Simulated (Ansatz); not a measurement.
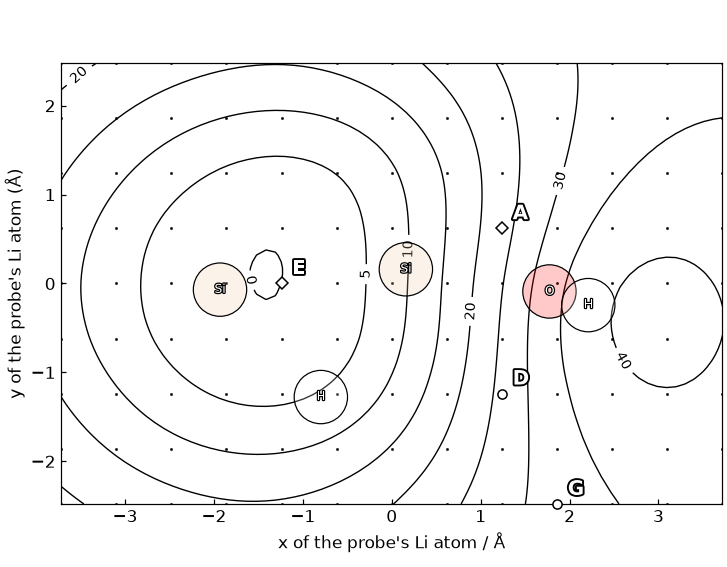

H₂OSi₂ (SMILES O[Si]#[SiH]) with the probe Li+. The probe is moved over a plane parallel to the molecule's main plane, 2.94 Å above it. The first coordinate is: x of the probe's Li atom; the second: y of the probe's Li atom. Nothing is relaxed (molecule and probe rigid). The grid has 13 × 9 points. Points are written as (first, second). Energies are in kcal/mol, from the lowest grid point. The calculation used RKS PBE0-D4/def2-TZVP (Ansatz).

Drawn: contour lines labelled in kcal/mol, dots at the grid points, labelled circles for the molecule's atoms, projected on the plane, lettered points. Between grid points the surface is interpolated.

Q: Is D the lowest point of the computed grid?

A: No. D lies 26.3 kcal/mol above the lowest grid point, which is at (−1.24 Å, 0.00 Å) [nearest 1 Si at 3.02 Å].

Q: What kind of point is each of A, D, E: minimum, saddle, maximum or slope?

A: A: on a slope; D: on a slope; E: minimum. (In these two coordinates alone; a stationary point may lie a little off the grid point.)
